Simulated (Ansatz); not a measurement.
BNH4F: nudged elastic band (part 2 of 2)

Continued. System: BNH4F, multiplicity 2. Method: UKS PBE-D4/def2-SVP (Ansatz 0.2.0). The run did not end well. One setting was made poor on purpose. It belongs to a series of runs on one base structure; here: band between the two ends.

Geometry of the input (Å):
```
B  0.0060  -0.0107  -0.2553
F  0.1987  -0.5281  0.9751
H  0.9607  0.4276  -0.8724
N  -1.2854  0.0133  -0.7976
H  -2.1052  -0.3344  -0.2983
H  -1.4839  0.3900  -1.7231
H  -0.2053  0.0424  3.8816
```

**Output, continued**
```
NEB iter  59: max|band force component| = 1.062e0 eV/Å  barrier→ = 1.9651 eV  barrier← = 0.7563 eV  CI = image 3  Δτ_max = 0.0695 Å  (138 SCF iters)
the calculation of the forces begins
reference -4937.37173153 eV, -181.4450644628 hartree; 13, 12 occupied and 49, 50 virtual orbitals, 706 factors
these checks for a lower state are left out or cut short: starts, cluster_reference, orbital_swaps, neighbouring_geometries, increment
706 factors; their error is unknown
mean field -4937.58449740 eV, -181.4528834643 hartree, gradient 1.5e-5 eV, S^2 0.752859; 0 other end points of the search recorded, 0 dependent functions left out
the calculation of the forces begins
reference -4937.58452883 eV, -181.4528846195 hartree; 13, 12 occupied and 49, 50 virtual orbitals, 706 factors
NEB iter  60: max|band force component| = 1.175e0 eV/Å  barrier→ = 2.0665 eV  barrier← = 0.8577 eV  CI = image 3  Δτ_max = 0.0192 Å  (149 SCF iters)
```

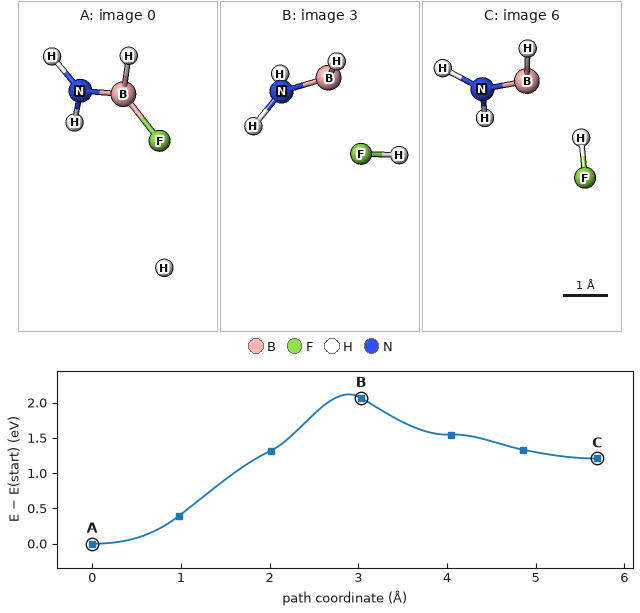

Images of the last band (counted from 0; ball-and-stick, seen at a tilt) above the energy along the path; the line is a cubic interpolation that uses the forces. The highest image is number 3, 2.066 eV above the start and 0.858 eV above the end (the climbing image); the end lies 1.209 eV above the start. The path is 5.69 Å long. The band had not converged after 60 iterations.

```
Unfinished report: {"positions_ang":[[-0.033688653993965915,-0.39336527049267755,-0.15946422044268566],[-0.035444226849229064,0.5770270565152941,1.5114250672723097],[1.1403454318574553,-0.14599270936006947,-0.33505470005497756],[-1.2908017949493182,-0.05782532939108524,-0.7061620611664743],[-1.9573754233414185,-0.8010666519507753,-0.9305286029458815],[-1.7193517044343332,0.8748758103277748,-0.6805592631163673],[-0.018084638289190567,-0.05365290564846101,2.210342780454075]],"unchecked":["starts","cluster_reference","orbital_swaps","neighbouring_geometries","increment"],"mean_field":{"relativity":"none","state":{"energy":{"ev":-4936.846468432903,"hartree":-181.4257614001853},"converged":true,"gradient_ev":0.000021003785099338414,"stability":{"kind":"minimum","curvature_ev":13.770894058906958},"curvature_floor_ev":0.00030000000000000003,"spin_squared":0.7523119834772363},"others":[],"fillings":{"estimated":0,"unestimated":0,"tried":0,"untried":0,"excluded_magnetic_sites":0},"n_dropped_functions":0,"n_trapped_functions":0,"passes":{"evaluations":4,"products":26},"factors":{"origin":"density fitting in generated functions","count":706,"bound_ev":null},"gradient_stop_ev":0.00009,"reference_kind":"stationary","functional":{"name":"PBE","citations":["Perdew, Burke & Ernzerhof, Phys. Rev. Lett. 77, 3865 (1996) doi:10.1103/PhysRevLett.77.3865"],"text":"name \"PBE\"\ncite \"Perdew, Burke & Ernzerhof, Phys. Rev. Lett. 77, 3865 (1996) doi:10.1103/PhysRevLett.77.3865\"\nparent pbe\nparameter kappa = 0.804\nparameter beta = 0.06672455060314922\nexchange = pbe_x(kappa = kappa, mu = beta*pi^2/3)\ncorrelation = pbe_c(beta = beta)\n","parameters":{"beta":{"value":0.06672455060314922,"default":0.06672455060314922},"kappa":{"value":0.804,"default":0.804}},"final_grid":{"core_spheres":13.0,"valence_spheres":11.0,"degree":36.0},"final_grid_parameter_source":"default","radial_points_factor":1.0,"radial_grid_error_ev":3.125828648923977e-7,"grid_sensitivity":"normal","grid_sensitivity_ratio":0.001870803151768979},"unsmoothed_excess_ev":-0.00003176048842941429,"symmetry":{"irreps":["A"],"axes":[[0.9999010454001063,-0.013392488680533492,-0.004305886054747593],[0.013314686255735723,0.9997561604684373,-0.01761643367198741],[0.004540763998052501,0.01755735892296993,0.9998355467825517]],"occupied":[{"A":13},{"A":12}]},"density_repulsion":{"missed_ev":0.000046549888901435434,"excess_ev":0.000046549888901435434,"most_excess_ev":0.000325,"are_drawn_again":false,"n_first_factors":706,"energy_change_ev":0.0,"n_dropped_ends":0},"direct_passes":"host"},"factors":{"origin":"density fitting in generated functions","count":706,"bound_ev":null},"n_frozen":0,"n_occupied":[13,12],"n_virtual":[49,50],"reference":{"ev":-4936.846468432903,"hartree":-181.4257614001853},"dispersion":{"energy":{"ev":-0.07015665008830142,"hartree":-0.002578209336859683},"switches_in_reach":[]},"total":{"ev":-4936.916625082991,"hartree":-181.42833960952217},"forces_ev_per_angstrom":[[-0.03203488640334967,-0.8026631781124448,-0.5138018236605778],[-0.02268335635164903,0.38569724594962873,0.8673305883218119],[-0.08553739716253363,0.38686594090321674,-0.1295526548844084],[0.11800129226678673,-0.07097440341485076,0.04499131352620185],[-0.06890513970803773,0.1756198404379023,0.25792959821721845],[0.10118848997107135,0.03191632401949097,-0.35492418225284006],[-0.0100290026123664,-0.10646176978101661,-0.17197283926373888]],"charge_distribution":{"dipole_moment_e_ang":[-0.3698687452837828,0.12887382496456617,0.47927455155495685],"mulliken_charges_e":[-0.26395472531361186,-0.0964146665355834,-0.029599619469786287,-0.09621238851674896,0.13169094256835678,0.10065195903975133,0.2538384982276357],"lowdin_charges_e":[-0.44874299040610044,0.25008995333340067,-0.0639171332288111,0.2284119293844027,0.01937913782972689,0.01263113936559268,0.0021479637217913794]},"n_threads":1,"memory_gib":1.7045454550534487,"seconds":{"hamiltonian":1.957442655,"orbitals":0.0,"second_order":0.0,"solver_start":0.0,"cycles":0.0,"cycle":0.0,"perturbative":0.0,"full_ci_increment":0.0,"forces":0.0}}
this run last wrote the band of iteration 60 to [file]
Error: NEB band did not converge after 60 iterations: max|band force component| = 1.17e0 eV/Å (threshold 5.0e-2); raise `neb.max_iterations` in a new run, which can start from the last band evaluated (`neb.initial_path`, with `crystal.atoms` and `neb.final_atoms` set to its first and last images), add images, or start from endpoints closer to local minima. Where this run's directory can be resumed (`checkpoint.write`), a resume goes on for up to `neb.max_iterations` more; to start a new run from the last band, take its images' positions from the `neb_iteration` event of iteration 60 (`data.images[].positions_ang`), in the event stream of the run that computed that iteration (not this run's, if it was resumed behind it). With `checkpoint.write`, `steps/00-neb/state/checkpoint.json` in the run directory holds the last saved band, under `neb.evaluated.images[].positions_ang` (a band under a hybrid functional on support functions is neither saved nor resumed: `neb.initial_path` says where its path is): check the last entry of `neb.iterations` there, which is earlier than 60 if that iteration was not saved or its write failed. If the band's step has no `state` directory and holds `state.next`, a write was cut short, and the file is under `state.next` instead (behind a loss of power it can be under `state.prev`)
this run wrote the band of iteration 60 to [file] as well, whether or not its events were kept: a new run's `neb.initial_path` can list its `images[].positions_ang`
a run's events are kept only if it was started with --events-out <file>, and are in that file
```

**The last band as extended XYZ (Å, eV, eV/Å)**
```
7
Properties=species:S:1:pos:R:3:forces:R:3 image=0 energy=-4938.98306
B     0.0060   -0.0107   -0.2553   -0.0002   0.0031  -0.0068
F     0.1987   -0.5281    0.9751    0.0024   0.0074  -0.0021
H     0.9607    0.4276   -0.8724   -0.0082  -0.0140   0.0070
N    -1.2854    0.0133   -0.7976    0.0049   0.0168  -0.0131
H    -2.1052   -0.3344   -0.2983   -0.0023  -0.0172   0.0039
H    -1.4839    0.3900   -1.7231    0.0036   0.0034   0.0104
H    -0.2053    0.0424    3.8816   -0.0002   0.0006   0.0008
7
Properties=species:S:1:pos:R:3:forces:R:3 image=1 energy=-4938.59030
B    -0.0466    0.0183   -0.1193    0.0528   0.1011  -0.0360
F    -0.0204   -0.1214    1.2145    0.0295  -0.5132   0.0386
H     1.0240    0.2210   -0.6558   -0.0466   0.3257  -0.1748
N    -1.2641   -0.0988   -0.8152   -0.1214   0.0307   0.0240
H    -2.1044   -0.5231   -0.4195   -0.0156   0.2757   0.3174
H    -1.4804    0.5709   -1.5469    0.1034  -0.2340  -0.5977
H    -0.0225   -0.0668    3.2522   -0.0021   0.0140   0.4285
7
Properties=species:S:1:pos:R:3:forces:R:3 image=2 energy=-4937.66359
B    -0.0427   -0.0280   -0.0853   -0.2047   0.3795  -0.1719
F    -0.0984    0.4303    1.1826   -0.1333   0.1345  -0.4906
H     1.0950   -0.1276   -0.5043    0.0287  -0.2638  -0.0934
N    -1.2406   -0.1527   -0.8965    0.5849   0.4894  -0.3850
H    -2.0187   -0.7586   -0.6628   -0.2208  -0.2732   0.3944
H    -1.6159    0.8029   -1.0231   -0.1003  -0.1923  -0.0381
H     0.0069   -0.1663    2.8993    0.0455  -0.2740   0.7845
7
Properties=species:S:1:pos:R:3:forces:R:3 image=3 energy=-4936.91659
B    -0.0337   -0.3934   -0.1595   -0.0320  -0.8027  -0.5138
F    -0.0354    0.5770    1.5114   -0.0227   0.3857   0.8673
H     1.1403   -0.1460   -0.3351   -0.0855   0.3869  -0.1296
N    -1.2908   -0.0578   -0.7062    0.1180  -0.0710   0.0450
H    -1.9574   -0.8011   -0.9305   -0.0689   0.1756   0.2579
H    -1.7194    0.8749   -0.6806    0.1012   0.0319  -0.3549
H    -0.0181   -0.0537    2.2103   -0.0100  -0.1065  -0.1720
7
Properties=species:S:1:pos:R:3:forces:R:3 image=4 energy=-4937.43531
B     0.0053   -0.5148   -0.4721   -0.4392  -0.0045  -0.0920
F    -0.0722    0.5300    2.0245   -0.1162   0.8241  -0.5249
H     1.0209    0.1265   -0.6200    0.0505   0.0914   0.0250
N    -1.2849   -0.1145   -0.8200    0.7756   0.2135   0.0496
H    -2.0945   -0.7109   -0.7279   -0.4249  -0.2908   0.0833
H    -1.5256    0.8462   -1.0912    0.0188  -0.0257  -0.0681
H     0.0365   -0.1625    2.6167    0.1355  -0.8080   0.5271
7
Properties=species:S:1:pos:R:3:forces:R:3 image=5 energy=-4937.64933
B    -0.0253   -0.3489   -0.2494    0.0101   0.0377   0.0952
F    -0.0956    0.4865    2.2842    0.0112   0.0148   0.1123
H     0.9985    0.2401   -0.5294   -0.0047  -0.0041   0.0485
N    -1.2822   -0.0882   -0.7603   -0.0407  -0.0072   0.0161
H    -2.1171   -0.6320   -0.5327    0.0078   0.0249   0.0446
H    -1.4926    0.7416   -1.3267    0.0217  -0.0466  -0.0778
H     0.1000   -0.3991    2.0243   -0.0054  -0.0195  -0.2389
7
Properties=species:S:1:pos:R:3:forces:R:3 image=6 energy=-4937.77425
B    -0.0269   -0.0981   -0.1222   -0.0204  -0.0009  -0.0181
F    -0.1118    0.1371    2.4893   -0.0022  -0.0106  -0.0047
H     1.0260    0.3057   -0.5651    0.0004  -0.0016  -0.0001
N    -1.2781   -0.0303   -0.6965    0.0129   0.0041  -0.0061
H    -2.1259   -0.3890   -0.2508    0.0123   0.0064  -0.0035
H    -1.4592    0.4205   -1.6007   -0.0045  -0.0088   0.0157
H     0.0615   -0.3458    1.6559    0.0014   0.0115   0.0168
```
